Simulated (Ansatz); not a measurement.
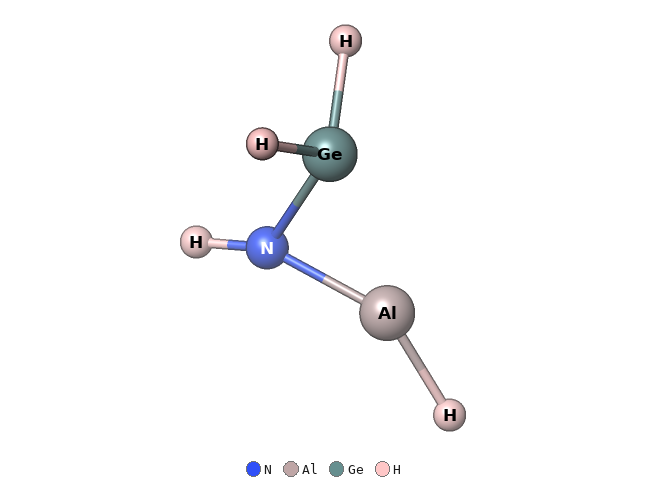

Depth is shown by fading: the farther an atom, the more it takes the colour of the background. The geometry was computed by an optimisation with PBE0-D4/def2-TZVP. No frequency run is at hand to confirm it as a minimum.

Question: List the symmetry elements and name the point group.

Answer: It has 1 mirror plane, so the point group is Cs. The group has 2 operations. The geometry is achiral, and symmetry allows a dipole moment.
